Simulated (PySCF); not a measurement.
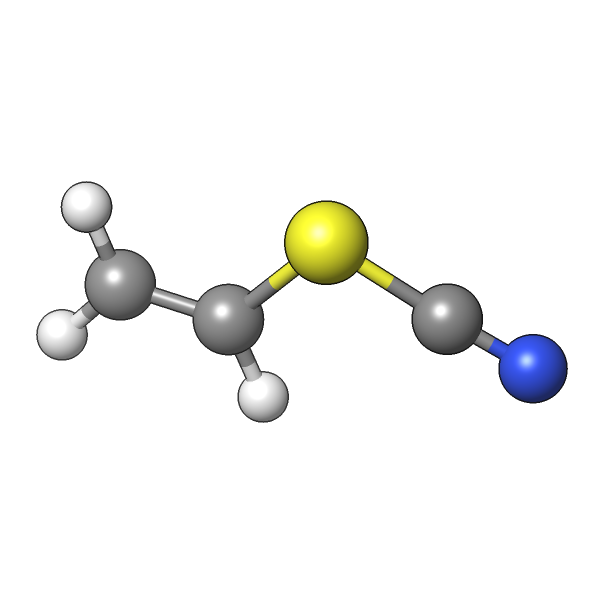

Colours: carbon grey, sulfur yellow, nitrogen blue, hydrogen white.

The geometry was computed by an optimisation with PBE0-D3(BJ)/def2-SVP. No frequency run is at hand to confirm it as a minimum.

Question: Give the formula.

Answer: C3H3NS, 8 atoms: 3 carbon, 3 hydrogen, 1 nitrogen and 1 sulfur.

Question: What is its SMILES?

Answer: C=CSC#N

Question: Name functional groups in it.

Answer: Among them: nitrile, alkene.

Question: Count the bonded pairs by element.

Answer: 3 C–H, 2 C–S, 1 C–C, 1 C–N.

Question: Describe its rings.

Answer: It has no ring.

The parts below concern this one geometry. Atoms keep their numbers from picture to picture.

**Electronic properties**

No frequency run is at hand to confirm it as a minimum. Level of theory: PBE0/pcSseg-0, gas phase (PySCF 2.14.0).

What does the calculation give?

- dipole moment: 3.94 D
- HOMO energy (Kohn–Sham orbital): −7.60 eV
- LUMO energy (Kohn–Sham orbital): −0.65 eV
- HOMO–LUMO gap: 6.95 eV

**NMR shielding**

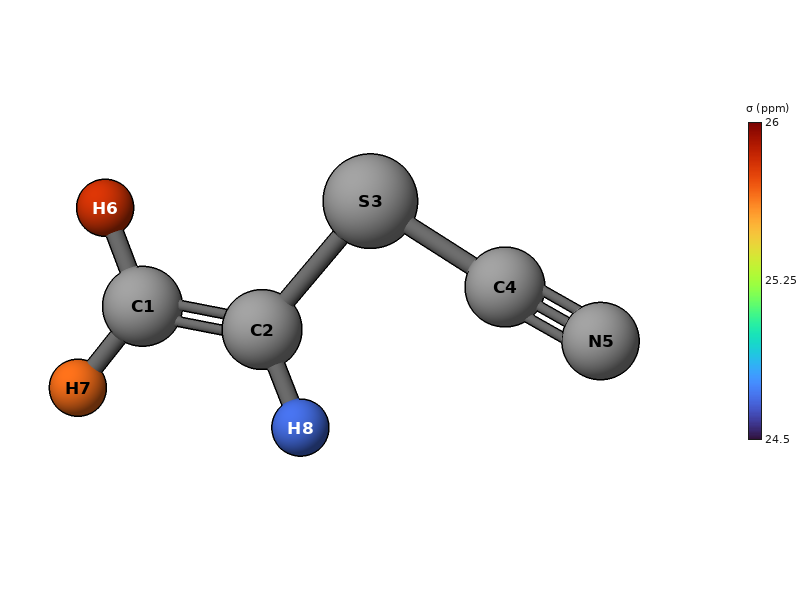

Atoms are coloured by their isotropic NMR shieldings (H only, the others grey). No frequency run is at hand to confirm it as a minimum. Level of theory: GIAO PBE0/cc-pVTZ NMR shielding, non-relativistic, gas phase (PySCF 2.14.0).

Give the isotropic NMR shieldings of the H atoms atom by atom.

```json
{"atom": "H6", "σ (ppm)": "25.80"}
{"atom": "H7", "σ (ppm)": "25.66"}
{"atom": "H8", "σ (ppm)": "24.70"}
```

**Quadrupole coupling**

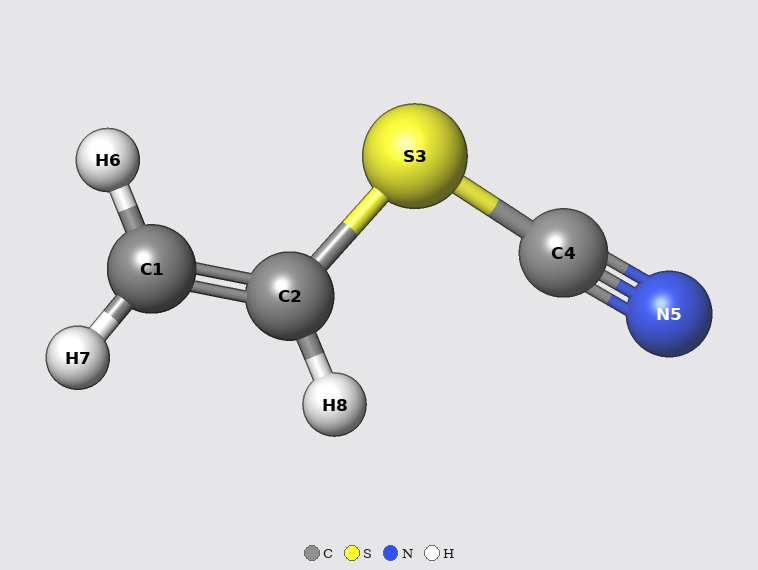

No frequency run is at hand to confirm it as a minimum. Electric field gradients from the ground-state density, PBE0/pcSseg-0 (PySCF 2.14.0), non-relativistic apart from any core potentials.

Give the largest field-gradient component, the quadrupole coupling constant and the asymmetry for 33S at S3 (Q = −67.81 mb), 14N at N5 (Q = 20.44 mb), 2H at H6 (Q = 2.86 mb), 2H at H7 (Q = 2.86 mb).

```csv
atom,V_zz (a.u.),e²qQ/h (MHz),η
S3,−2.777,44.2,0.83
N5,−0.901,−4.33,0.51
H6,0.301,0.202,0.07
H7,0.305,0.205,0.06
```

**Charges**

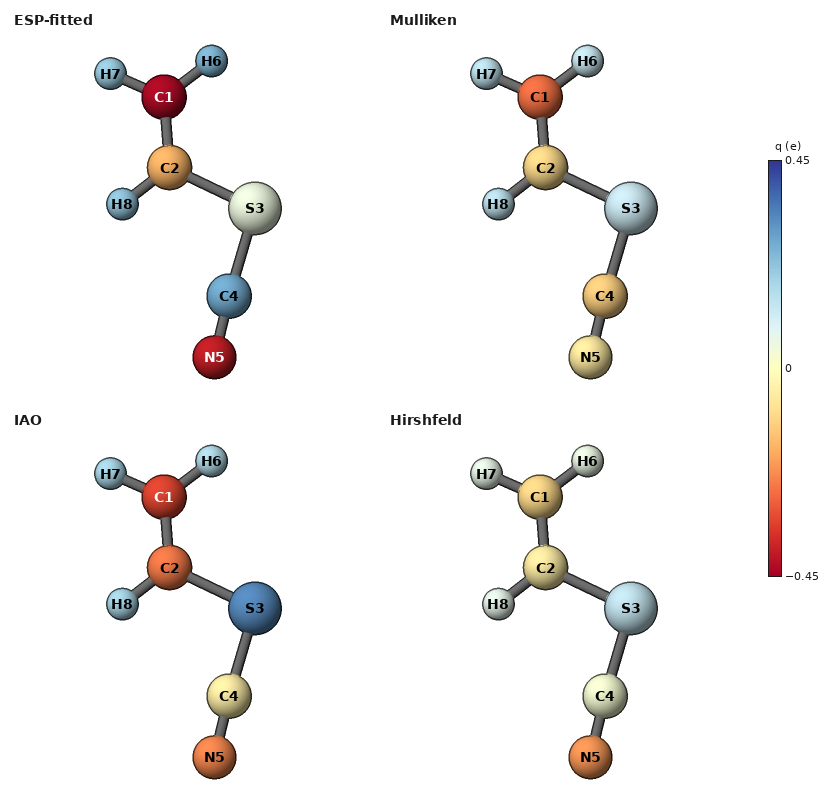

Atomic charges of one calculation by 4 schemes, on one colour scale. No frequency run is at hand to confirm it as a minimum. Level of theory: PBE0/cc-pVTZ (PySCF 2.14.0).

Question: Which scheme gives the most polar picture (largest mean size of the charges)?

Answer: The ESP-fitted charges are the largest in size here, and the Hirshfeld charges the smallest.

Question: On which atom do the schemes disagree most?

Answer: On C4 (from −0.12 to 0.27 e).

List the charges (e), one line for each set of equivalent atoms.

| atom | ESP-fitted | Mulliken | IAO | Hirshfeld |
| --- | --- | --- | --- | --- |
| C1 | −0.43 | −0.26 | −0.32 | −0.10 |
| C2 | −0.17 | −0.10 | −0.25 | −0.05 |
| S3 | 0.05 | 0.12 | 0.32 | 0.14 |
| C4 | 0.27 | −0.12 | −0.04 | 0.03 |
| N5 | −0.39 | −0.06 | −0.23 | −0.21 |
| H6 | 0.24 | 0.13 | 0.16 | 0.06 |
| H7 | 0.20 | 0.14 | 0.18 | 0.06 |
| H8 | 0.22 | 0.15 | 0.18 | 0.07 |

Mulliken values depend strongly on the basis set and can even reverse the polarity of a bond.
